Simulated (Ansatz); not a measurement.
# Direct or indirect: C (Fd-3m)

```
C
1.0
     0.00000    1.78337    1.78337
     1.78337    0.00000    1.78337
     1.78337    1.78337    0.00000
C
2
Direct
  0.75000 0.75000 0.75000
  0.50000 0.50000 0.50000
```

Method: Ansatz, PBE, independent particles, without spin-orbit coupling, line width 0.15 eV (Gaussian). The band structure gives a fundamental gap of 4.18 eV. The spectrum of vertical transitions near the edge:

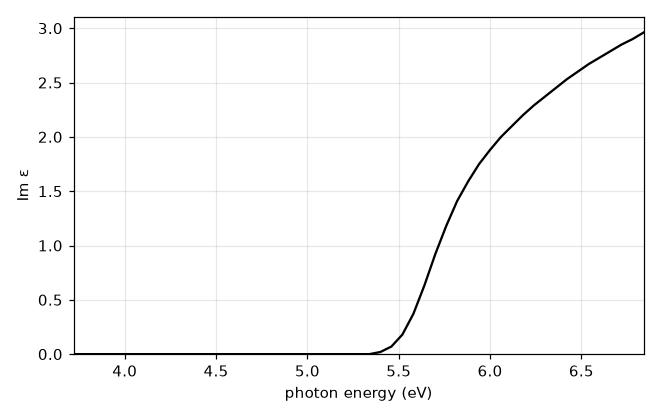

**Question.** Is the gap direct or indirect, and about where do vertical transitions set in?

**Answer.** Indirect, by the band path, whose least direct gap is 5.59 eV. The curves fit this: they stay near zero above 4.18 eV and rise only from about 5.6 eV, though a forbidden direct transition would look alike. Lines are broadened by 0.15 eV, which spreads the edge, and phonons, which would give weak absorption from the fundamental gap up, are left out.

[Logs are printed without paths, hosts, clocks, repeated set-up lines and the standing remarks that a program may print on its own settings, such as how far it seeks lower states.]
